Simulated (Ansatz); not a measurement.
**A low-energy model for RbNdSe2 (R-3m): bands, U and J**

How strongly is the local Coulomb interaction screened in RbNdSe2 (R-3m)?

Calculated with Ansatz 0.2.0; non-magnetic LDA, then constrained RPA, plane waves, PAW.

## 1. The structure

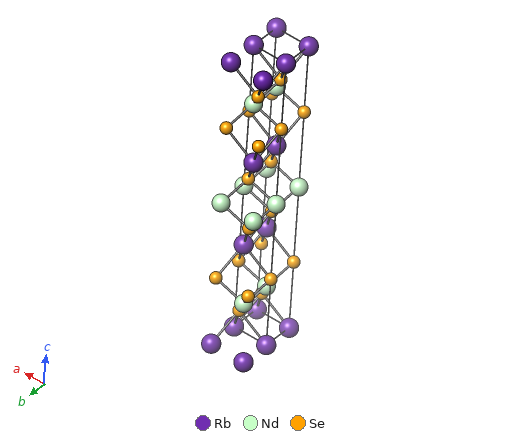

The cell as given, from a free direction (rubidium purple, neodymium light green, selenium orange). 1×2×1 cells are drawn. This picture shows the conventional cell, with its axes. Bonds to atoms that aren't drawn are left out. Some periodic images of atoms are drawn too.

The cell and positions come from the Crystallography Open Database and are kept as given unless a step says otherwise. The program's search for lower electronic states was switched off, so nothing shows that the state found is the lowest. Spin-orbit coupling is left out unless a step names it. The default PAW set here is soft_2. Its files were made with PBE.

## 2. LDA bands and orbital weights

This step: DFT, LDA, plane waves, PAW.

input.yaml reads:

```yaml
crystal:
  lattice:
    - [3.53632918, 6.59322251, 3.53632918]
    - [3.53632918, 3.53632918, 6.59322251]
    - [6.59322251, 3.53632918, 3.53632918]
  atoms:
    - { symbol: Rb, position: [0.0, 0.0, 0.0] }
    - { symbol: Nd, position: [0.5, 0.5, 0.5] }
    - { symbol: Se, position: [0.23382, 0.23382, 0.23382] }
    - { symbol: Se, position: [0.76618, 0.76618, 0.76618] }
kpoints:
  mp_grid: { grid: [8, 8, 8] }
  band_path:
    path:
      - [[0.0, 0.0, 0.0], [0.5, 0.5, 0.5], [0.81665456, 0.18334544, 0.5]]
      - [[0.5, -0.18334544, 0.18334544], [0.5, 0.0, 0.0], [0.0, 0.0, 0.0], [0.34167272, -0.34167272, 0.0]]
      - [[0.65832728, 0.0, 0.34167272], [0.5, 0.0, 0.5], [0.0, 0.0, 0.0]]
    npoints: 10
hamiltonian:
  xc: lda
scf:
  occupations: { method: gaussian, width: 0.08 }
  n_extra_bands: 21
  max_iter: 150
  lower_state_search: "off"
output:
  eigenvalues: true
  fatbands: true
  write_density: true
  write_potential: true
  elf: true
  volumetric_format: npy
```

On the command line:

```bash
$ ansatz run input.yaml --threads 4 --pin off --max-ram 9216MiB --backend cpu --events-out ev --progress --plain --runs-dir out
```

Numbers of over 12 decimals in the logs are rounded to 6 here.

The log of the run:

```text
basis.fft_grid_basis auto: the FFT boxes are laid along the combinations [[1, -1, 0], [0, 1, 0], [0, -1, 1]] of the cell's own vectors, 4.323, 8.275 and 4.323 Å long. The dense box has 30×60×30 points. Along the cell's own vectors, as sized, it would have 60×60×60, 4.00 times as many. Of the 12 symmetry operations that the crystal satisfies within crystal.symmetry.tolerance (time reversal apart; of a slab, those that [...]
Nd: projections on atomic orbitals take those of the free atom [Kr 4d10] 4f4 5s2 5p6 5d0 6s2, of charge +0.00 (hamiltonian.pseudopotentials.projection_atoms); the dataset's partial waves leave at most 1.1e-3 of an orbital's norm unspanned inside its sphere
scf.n_extra_bands = 21 over 28 filled bands (N_el = 55.0): the run solves 49 bands
Engine: ansatz 0.2.0, aarch64-unknown-linux-gnu
Pseudopotentials: kind: paw
Pseudopotential: Rb, paw, valence charge 9, recommended cutoff 420 eV (normal), Rb.paw.azcp
Pseudopotential: Nd, paw, valence charge 14, recommended cutoff 420 eV (normal), Nd.paw.azcp
Pseudopotential: Se, paw, valence charge 16, recommended cutoff 420 eV (normal), Se.paw.azcp
Functional definition: SPW92
  exchange = slater_x
  correlation = pw_c
Crystal: 4 atoms, lattice volume = 127.702 Å³
Basis set: ecut = 420 eV, 2475 PW (Γ), FFT grids on a1−a2, a2, −a2+a3
Bands: 49, of which v1, the nominal top of the filled ones, is band 28 counted from 1 (27 counted from 0)
Symmetry: 12 space group operations
Space group: R-3m (ITA 166), of the structure as read, at distance tolerance 5.0e-5 Å
k-points: 65 of 512
Non-local potential: Rb, projectors of the file, l = 0: 3, l = 1: 2, l = 2: 2
Non-local potential: Nd, projectors of the file, l = 0: 3, l = 1: 2, l = 2: 2, l = 3: 3
Non-local potential: Se, projectors of the file, l = 0: 2, l = 1: 2, l = 2: 3, l = 3: 1
PAW form: soft (Blöchl's): semilocal exchange-correlation on the pseudo side does not see the compensation charge
PAW frozen core: Rb, regenerated for the run's functional, and the local potential with it (the file was generated under x = pbe(κ = 0.804, μ = 0.219515), c = pbe(β = 0.066725))
PAW frozen core: Nd, regenerated for the run's functional, and the local potential with it (the file was generated under x = pbe(κ = 0.804, μ = 0.219515), c = pbe(β = 0.066725))
PAW frozen core: Se, regenerated for the run's functional, and the local potential with it (the file was generated under x = pbe(κ = 0.804, μ = 0.219515), c = pbe(β = 0.066725))
PAW one-centre angular grid: Rb, 110 points (default); XC on 64 Gauss nodes
PAW one-centre angular grid: Nd, 590 points (default); XC on 64 Gauss nodes
PAW one-centre angular grid: Se, 590 points (default); XC on 64 Gauss nodes
Initial density: superposition of atomic densities (neutral atoms: chi_scale 0, normalization atom), corrected by the library's trained network
Initial wavefunctions: pseudopotential atomic-orbital guess
Functional: x = slater, c = lda
SCF iter   1: F=—  HF=-21086.183597 eV  |F-HF|=—  |Δ(HF+E_count)|=         —  Δρ=7.40e-3  dr2=5.63e-2  ethr=1.77e-3  ⟨swp⟩=5.5  Hψ=13301  notcnv=0  defer=392
preconditioner: auto → LDOS  [metal: Δε(μ)=0.001 eV  Ē_g=12.907 eV  σ=0.080 eV  W_gap=0.01  n_scr=28 (ndim 8)  ℏωp=18.3 eV  f_vac=0.074  D(μ)=51.04/eV (n_scr^D=1322)  β→1.0]
SCF iter   2: F=—  HF=-21086.196240 eV  |F-HF|=—  |Δ(HF+E_count)|=   1.26e-2  Δρ=1.94e-2  dr2=1.65e-1  ethr=1.02e-4  ⟨swp⟩=1.9  Hψ=3971  notcnv=0  defer=537
SCF iter   3: F=—  HF=-21086.641356 eV  |F-HF|=—  |Δ(HF+E_count)|=   4.45e-1  Δρ=7.55e-2  dr2=2.43e0  ethr=1.02e-4  ⟨swp⟩=2.0  Hψ=4482  notcnv=0  defer=537  recentre
SCF iter   4: F=—  HF=-21086.188194 eV  |F-HF|=—  |Δ(HF+E_count)|=   4.53e-1  Δρ=1.19e-2  dr2=5.29e-2  ethr=1.02e-4  ⟨swp⟩=2.0  Hψ=5180  notcnv=0  defer=501
SCF iter   5: F=—  HF=-21086.177061 eV  |F-HF|=—  |Δ(HF+E_count)|=   1.11e-2  Δρ=5.13e-3  dr2=1.31e-2  ethr=9.61e-5  ⟨swp⟩=1.0  Hψ=2745  notcnv=0  defer=471
SCF iter   6: F=—  HF=-21086.175258 eV  |F-HF|=—  |Δ(HF+E_count)|=   1.80e-3  Δρ=1.64e-3  dr2=3.00e-3  ethr=2.39e-5  ⟨swp⟩=1.0  Hψ=2535  notcnv=0  defer=471
SCF iter   7: F=—  HF=-21086.175123 eV  |F-HF|=—  |Δ(HF+E_count)|=   1.35e-4  Δρ=1.41e-3  dr2=1.69e-3  ethr=5.45e-6  ⟨swp⟩=1.0  Hψ=2535  notcnv=0  defer=471
SCF iter   8: F=—  HF=-21086.175024 eV  |F-HF|=—  |Δ(HF+E_count)|=   9.88e-5  Δρ=1.64e-3  dr2=1.24e-3  ethr=3.07e-6  ⟨swp⟩=2.0  Hψ=2680  notcnv=0  defer=471
SCF iter   9: F=—  HF=-21086.174847 eV  |F-HF|=—  |Δ(HF+E_count)|=   1.78e-4  Δρ=2.67e-4  dr2=5.63e-5  ethr=2.26e-6  ⟨swp⟩=1.0  Hψ=2535  notcnv=0  defer=471
SCF iter  10: F=—  HF=-21086.174851 eV  |F-HF|=—  |Δ(HF+E_count)|=   4.01e-6  Δρ=5.39e-4  dr2=1.24e-4  ethr=1.02e-7  ⟨swp⟩=1.1  Hψ=2541  notcnv=0  defer=471
SCF iter  11: F=—  HF=-21086.174840 eV  |F-HF|=—  |Δ(HF+E_count)|=   1.04e-5  Δρ=3.02e-4  dr2=3.99e-5  ethr=1.02e-7  ⟨swp⟩=1.0  Hψ=2535  notcnv=0  defer=471
SCF iter  12: F=—  HF=-21086.174837 eV  |F-HF|=—  |Δ(HF+E_count)|=   3.62e-6  Δρ=1.53e-5  dr2=2.13e-7  ethr=7.25e-8  ⟨swp⟩=1.0  Hψ=2535  notcnv=0  defer=471
SCF iter  13: F=-21086.174837 eV  HF=-21086.174837 eV  |F-HF|=1.40e-9  |Δ(HF+E_count)|=   2.16e-8  Δρ=6.62e-6  dr2=5.53e-8  ethr=1.82e-10  ⟨swp⟩=10.9  Hψ=13491  notcnv=0
SCF 1 converged in 13 iterations: F = -21086.174837 eV  dr2 = 5.53e-8
  greatest PAW one-centre occupation: 1.000 electrons in one spin orbital (limit 2), on the Se atom at site 3 (counted from 0), in its partial waves of l = 2
NSCF: frozen V_eff on 73 k-points
SCF converged after 13 iterations
Free energy (F): -21086.174837 eV
Harris-Foulkes:  -21086.174837 eV  (|F-HF|=1.40e-9)
Internal energy: -21086.009468 eV  (E = F + TS)
E sigma→0 (E₀):  -21086.092152 eV
Entropy (-TS):   -0.165368 eV (-41.342 meV/atom)
Fermi energy:    7.714374 eV
--- Per-component energies (eV) ---
  E_band       = -907.503566
  E_kinetic    = 794.619188
  E_local      = -7221.706093  (includes V_loc(G=0)·N_el)
  E_nonlocal   = -952.248101
  E_hartree    = 3344.122135
  E_xc         = -561.053145
  E_vxc        = -578.076575  (∫ρ·V_xc dr)
  E_paw        = -11792.018804  (= ΣΔE_a)
  E_vpaw       = 361.672167  (= ΣTr[D̂ρ^β])
  E_aug_tail   = -0.001242  (compensation charges beyond the density's cutoff)
  E_ewald      = -4703.140799
  E_core_change = 5.417393  (= ΣΔE_core)
  E_smearing   = -0.165368  (= −TS)
  E_closure    = 0.000000  (closes the sum)
  Σ components = -21086.174837   (vs F -21086.174837, Δ=0.00e0)
--- Band table (eV; the first three rows and the last of 65) ---
  k-point 0: bands = [... 24 lower, 6.2064, 6.2064, 7.7070, 7.7577, 7.7577, 7.8314, 8.1733, 8.2217, ... 17 higher]
  k-point 1: bands = [... 24 lower, 6.0255, 6.1171, 7.7126, 7.7551, 7.7558, 7.8224, 7.9923, 8.1113, ... 17 higher]
  k-point 2: bands = [... 24 lower, 5.9339, 6.0175, 7.7209, 7.7417, 7.7524, 7.7934, 7.8299, 7.9764, ... 17 higher]
  k-point 64: bands = [... 24 lower, 6.1132, 6.1132, 7.6915, 7.7559, 7.7559, 7.8314, 7.9701, 8.1705, ... 17 higher]
```

Elapsed: 13 s, on 4 threads of Arm Neoverse V1, shared host; peak memory 0.67 GiB.

In the SCF lines HF is the Harris–Foulkes energy and dr2 the Hartree energy of the density residual, in eV; the loop may stop once dr2 is under the threshold and the program's other checks hold. Hψ counts applications of the Hamiltonian.

Electronic bands along the path, in eV, zero at the Fermi level:

```csv
point,band 24,band 25,band 26,band 27,band 28,band 29,band 30,band 31
Γ,-1.75,-1.51,-1.51,-0.01,0.04,0.04,0.12,0.46
T,-2.53,-1.60,-1.60,-0.02,0.04,0.04,0.12,0.26
H2,-2.38,-2.37,-2.10,-0.01,0.00,0.01,0.04,0.08
jump to H0,-2.38,-2.37,-2.10,-0.01,0.00,0.01,0.04,0.08
L,-2.46,-2.27,-1.93,-0.02,-0.01,0.01,0.05,0.07
Γ,-1.75,-1.51,-1.51,-0.01,0.04,0.04,0.12,0.46
S0,-2.39,-2.36,-2.10,-0.01,0.00,0.00,0.04,0.08
jump to S2,-2.39,-2.36,-2.10,-0.01,0.00,0.00,0.04,0.08
F,-2.58,-1.90,-1.82,-0.02,-0.01,0.02,0.05,0.08
Γ,-1.75,-1.51,-1.51,-0.01,0.04,0.04,0.12,0.46
```

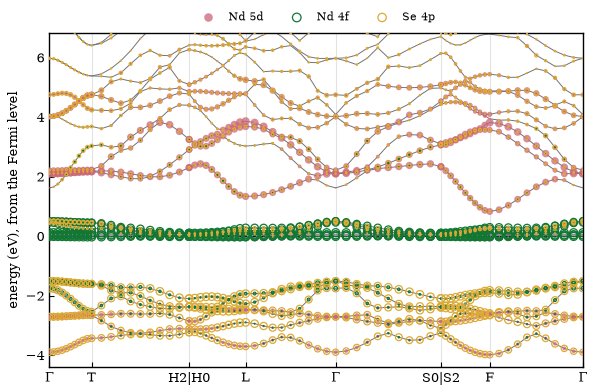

Electronic bands along the path; dots are coloured as in the legend, and their area grows with the weight.

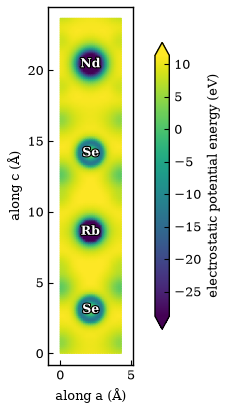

Electrostatic potential energy in the ac plane of the conventional cell at fractional y = 0.000, with atoms of Rb and Nd and Se within 0.2 Å of it. With pseudopotentials it is smooth inside the atoms' cores, unlike the true potential. The map starts off the cell's origin, so that atoms lie inside it.

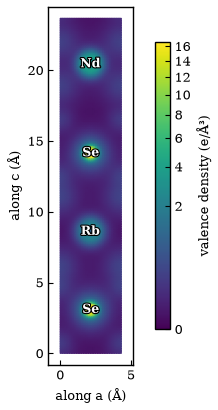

Valence density in the ac plane of the conventional cell at fractional y = 0.000, with atoms of Rb and Nd and Se within 0.2 Å of it. It is the smooth field of the valence electrons, not physical close to the nuclei. The map starts off the cell's origin, so that atoms lie inside it. The colour scale is stretched toward low values.

## 3. Constrained RPA: Nd f, bands v2 to c5, 4×4×4 mesh, medium accuracy

Constrained RPA screens the interaction with every transition except those inside the target bands, which a later many-body model would treat itself.

This step: constrained RPA on LDA, plane waves, PAW.

input.yaml, the sections that differ from step 2:

```yaml
kpoints:
  mp_grid: { grid: [8, 8, 8] }
output:
  crpa:
    kmesh: [4, 4, 4]
    target_bands: [v2, c5]
    projections: [{ species: Nd, l: f, shell: 4 }]
  local_orbitals:
    kmesh: [8, 8, 8]
    orbitals: [{ species: Nd, l: f, shell: 4 }]
    window: { bands: [v2, c5] }
    seedname: lo
# crystal, hamiltonian, scf: as in step 2
```

The log of the run:

```text
[...]
Crystal: 4 atoms, lattice volume = 127.702 Å³
Basis set: ecut = 420 eV, 2475 PW (Γ)
Bands: 49, of which v1, the nominal top of the filled ones, is band 28 counted from 1 (27 counted from 0)
[... 1 set-up line as in the run before ...]
[...]
k-points: 65 of 512
[...]
SCF iter   1: F=—  HF=-21086.183475 eV  |F-HF|=—  |Δ(HF+E_count)|=         —  Δρ=7.40e-3  dr2=5.64e-2  ethr=1.77e-3  ⟨swp⟩=5.5  Hψ=13323  notcnv=0  defer=402
[...]
SCF iter  13: F=-21086.174837 eV  HF=-21086.174837 eV  |F-HF|=8.08e-10  |Δ(HF+E_count)|=   1.17e-8  Δρ=6.85e-6  dr2=5.82e-8  ethr=1.82e-10  ⟨swp⟩=9.5  Hψ=15042  notcnv=0
SCF 1 converged in 13 iterations: F = -21086.174837 eV  dr2 = 5.82e-8
[...]
NSCF: frozen V_eff on 68 k-points
[...]
cRPA screening: q 1/64
cRPA screening: q 2/64
cRPA screening: q 8/64 (q-point 3)
cRPA screening: q 11/64 (q-point 6)
cRPA screening: q 17/64 (q-point 7)
cRPA screening: q 29/64 (q-point 8)
cRPA screening: q 35/64 (q-point 11)
cRPA screening: q 38/64 (q-point 22)
cRPA screening: q 40/64 (q-point 23)
cRPA screening: q 46/64 (q-point 24)
cRPA screening: q 52/64 (q-point 27)
cRPA screening: q 58/64 (q-point 28)
cRPA screening: q 64/64 (q-point 43)
SCF converged after 13 iterations
Free energy (F): -21086.174837 eV
[...]
Internal energy: -21086.009469 eV  (E = F + TS)
E sigma→0 (E₀):  -21086.092153 eV
Entropy (-TS):   -0.165368 eV (-41.342 meV/atom)
Fermi energy:    7.714363 eV
[...]
--- Band table (eV; the first three rows and the last of 65) ---
  k-point 0: bands = [... 24 lower, 6.2064, 6.2064, 7.7070, 7.7577, 7.7577, 7.8314, 8.1732, 8.2216, ... 17 higher]
  k-point 1: bands = [... 24 lower, 6.0255, 6.1171, 7.7126, 7.7550, 7.7558, 7.8224, 7.9923, 8.1113, ... 17 higher]
  k-point 2: bands = [... 24 lower, 5.9339, 6.0175, 7.7209, 7.7417, 7.7524, 7.7933, 7.8299, 7.9763, ... 17 higher]
  k-point 64: bands = [... 24 lower, 6.1132, 6.1132, 7.6915, 7.7559, 7.7559, 7.8313, 7.9701, 8.1705, ... 17 higher]
--- cRPA (band scheme, projected local orbitals): target bands 27..33 (1-based), 7 Wannier function(s), 4×4×4 mesh, 66 bands' worth read of 71 solved, ecut_chi 136.0 eV, v(q+G=0) probe_charge, pair densities all_electron ---
  bands read: the sum over 66 bands ends inside a degenerate multiplet in 2 slots, whose members it reads at an even weight; the widest, k=0: bands 66 to 67 (counted from 1) at 1/2 each
  χ-basis size per q: N_G = 441..474
  window electrons = 3.0000, filled by tetrahedron_uncorrected; constrained ε̄⁻¹(q = 0, 0) head = 0.180682; min gauge Gram eig = 0.7365
  Kanamori averages over each shell's own Wannier functions (sites counted from 0, functions from 1):
    Site 1, 4F, 7 of 7 f orbitals (Wannier functions 1, 2, 3, 4, 5, 6, 7; wannier90's mr 1, 2, 3, 4, 5, 6, 7):
      screened: U = 3.9874 eV, U' = 2.9453 eV, J = 0.5052 eV
      screened f-shell averages: U_bar = F0 = 3.0942 eV, J_bar = 0.6540 eV
      screened, to within: U = 1.1e-2 eV, U' = 1.1e-2 eV, J = 1.1e-3 eV
      screened f-shell averages, to within: U_bar = 8.6e-3 eV, J_bar = 1.4e-3 eV
      bare: V = 24.5846 eV, V' = 23.1673 eV, J = 0.6589 eV
      bare f-shell averages: V_bar = F0 = 23.3698 eV, J_bar = 0.8614 eV
  Hermiticity witness max|P − P†| over intra, direct and exchange elements: 2.13e-14 eV (screened), 7.11e-15 eV (bare)
  Reality witness max|Im| over intra, direct and exchange elements: 9.07e-13 eV (screened), 1.31e-17 eV (bare)
```

The job ended after 18 min (4 threads; peak memory 1.6 GiB; 70 min of CPU time).

This step gave:

* U: 3.987 eV
* U prime (inter-orbital): 2.945 eV
* J: 0.5052 eV
* bare V: 24.58 eV
* bare J: 0.6589 eV
* stated bound on U: 0.01035 eV
* U over bare V: 0.1622
* electrons in the window: 3.000
* head of the constrained inverse dielectric matrix: 0.1807
* least eigenvalue of the projection's overlap: 0.7365
* target functions: 7
* bands in the sums: 66
* r.m.s. miss of the model bands: 0.001771 eV
* width of the target bands: 0.5302 eV
* weight of the projected orbitals in the window: 0.9414

On the Nd f shell, screening brings the on-site interaction from 24.6 eV down to U = 3.99 eV.

Kanamori averages over each shell's functions. Crpa shells, by row:

```csv
site,element,shell,orbitals,U (eV),U' (eV),J (eV),bare V (eV),bare V' (eV),bare J (eV),bound on U (eV)
2,Nd,4F,7,3.987,2.945,0.5052,24.58,23.17,0.6589,0.01035
```

Density-density elements U_iijj, eV. U matrix, by row:

```csv
orbital,Nd2 fz3,Nd2 fxz2,Nd2 fyz2,Nd2 fz(x2-y2),Nd2 fxyz,Nd2 fx(x2-3y2),Nd2 fy(3x2-y2)
Nd2 fz3,3.769,3.194,3.194,2.899,2.941,2.459,2.459
Nd2 fxz2,3.194,4.084,2.925,3.064,3.111,2.653,2.649
Nd2 fyz2,3.194,2.925,4.084,3.064,3.111,2.649,2.653
Nd2 fz(x2-y2),2.899,3.064,3.064,3.88,3.214,3.01,3.01
Nd2 fxyz,2.941,3.111,3.111,3.214,3.983,3.043,3.043
Nd2 fx(x2-3y2),2.459,2.653,2.649,3.01,3.043,4.056,3.504
Nd2 fy(3x2-y2),2.459,2.649,2.653,3.01,3.043,3.504,4.056
```

Exchange elements U_ijji, eV. J matrix, by row:

```csv
orbital,Nd2 fz3,Nd2 fxz2,Nd2 fyz2,Nd2 fz(x2-y2),Nd2 fxyz,Nd2 fx(x2-3y2),Nd2 fy(3x2-y2)
Nd2 fz3,-,0.349,0.349,0.725,0.761,0.36,0.36
Nd2 fxz2,0.349,-,0.616,0.518,0.51,0.479,0.482
Nd2 fyz2,0.349,0.616,-,0.518,0.51,0.482,0.479
Nd2 fz(x2-y2),0.725,0.518,0.518,-,0.36,0.628,0.628
Nd2 fxyz,0.761,0.51,0.51,0.36,-,0.611,0.611
Nd2 fx(x2-3y2),0.36,0.479,0.482,0.628,0.611,-,0.276
Nd2 fy(3x2-y2),0.36,0.482,0.479,0.628,0.611,0.276,-
```

Projected local orbitals of the target window. The electronic bands at the labelled points (eV, zero at the Fermi level; # counts the bands kept):

```csv
point,#1,#2,#3,#4,#5
Γ,-0.01,0.04,0.04,0.12,0.46
T,-0.02,0.04,0.04,0.12,0.26
H2,-0.01,0.00,0.01,0.04,0.08
jump to H0,-0.01,0.00,0.01,0.04,0.08
L,-0.02,-0.01,0.01,0.05,0.07
Γ,-0.01,0.04,0.04,0.12,0.46
S0,0.00,0.00,0.01,0.04,0.08
jump to S2,0.00,0.00,0.01,0.04,0.08
F,-0.02,-0.01,0.02,0.05,0.08
Γ,-0.01,0.04,0.04,0.12,0.46
```

The same for Kohn-Sham, solved directly:

```csv
point,#1,#2,#3,#4,#5
Γ,-0.01,0.04,0.04,0.12,0.46
T,-0.02,0.04,0.04,0.12,0.26
H2,-0.01,0.00,0.01,0.04,0.08
H0,-0.01,0.00,0.01,0.04,0.08
L,-0.02,-0.01,0.01,0.05,0.07
Γ,-0.01,0.04,0.04,0.12,0.46
S0,-0.01,0.00,0.00,0.04,0.08
S2,-0.01,0.00,0.00,0.04,0.08
F,-0.02,-0.01,0.02,0.05,0.08
Γ,-0.01,0.04,0.04,0.12,0.46
```

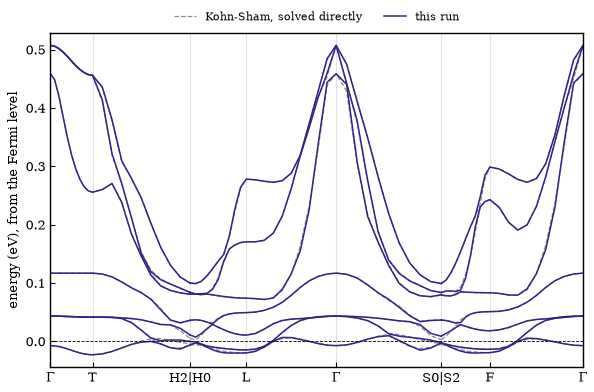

Electronic bands along the path; dashed: Kohn-Sham, solved directly.

Onsite levels, by row:

```csv
orbital,level less Fermi level (eV)
Nd2 fz3,0.1256
Nd2 fxz2,0.0905
Nd2 fyz2,0.0905
Nd2 fz(x2-y2),0.0694
Nd2 fxyz,0.0512
Nd2 fx(x2-3y2),0.1045
Nd2 fy(3x2-y2),0.1045
```

Largest distinct elements between sites. Hoppings, by row:

```csv
from,to,cell,distance (Å),t (eV)
Nd2 fx(x2-3y2),Nd2 fx(x2-3y2),1 0 -1,4.323,0.0571
Nd2 fz3,Nd2 fz3,0 1 -1,4.323,0.0489
Nd2 fxz2,Nd2 fxz2,0 1 -1,4.323,0.0473
Nd2 fxz2,Nd2 fx(x2-3y2),0 -1 1,4.323,-0.025
Nd2 fz3,Nd2 fz(x2-y2),0 1 -1,4.323,-0.0238
Nd2 fz(x2-y2),Nd2 fz(x2-y2),1 0 -1,4.323,-0.0206
Nd2 fxz2,Nd2 fx(x2-3y2),-1 1 0,4.323,-0.0191
Nd2 fz3,Nd2 fxyz,-1 0 1,4.323,-0.0159
Nd2 fx(x2-3y2),Nd2 fxz2,-1 0 1,4.323,-0.0132
Nd2 fy(3x2-y2),Nd2 fy(3x2-y2),2 0 -2,8.646,0.0127
Nd2 fxyz,Nd2 fxyz,0 -1 1,4.323,-0.0116
Nd2 fy(3x2-y2),Nd2 fy(3x2-y2),1 -1 0,4.323,0.0111
```

## 4. Results

```yaml
nd_f: U 3.99 eV, U′ 2.95 eV, J 0.51 eV, bare V 24.6 eV
method: constrained RPA on non-magnetic LDA, 4×4×4 mesh, static; search for lower states off
```

**Reading.** For Nd f, screening cuts the on-site interaction from 24.58 eV to 3.99 eV (16 %), while J goes only from 0.66 eV to 0.51 eV: the monopole is screened far more than the multipoles. U − 2J differs from U′ by +0.03 eV, so the Kanamori relation holds well. U is 7.5 times the width of the target bands. The parent state is non-magnetic and the interaction static (zero frequency); U depends on the window and the orbitals, so it belongs to this model alone. The bands cross the Fermi level under this constraint, which need not be the crystal's state: magnetic order, correlation or a lattice distortion may open a gap.

[Paths, hosts, dates, memory and timing lines, banners, echoed tables and standing remarks are left out of the program output.]

[Logs are printed without paths, hosts, clocks, repeated set-up lines and the standing remarks that a program may print on its own settings, such as how far it seeks lower states.]

[Runs of the session that timed out or met a known fault of the program may be left out.]

[Hosts, paths, dates, database ids (printed as entryN), source tags and the programs' standing remarks are cut or masked in the printed files.]
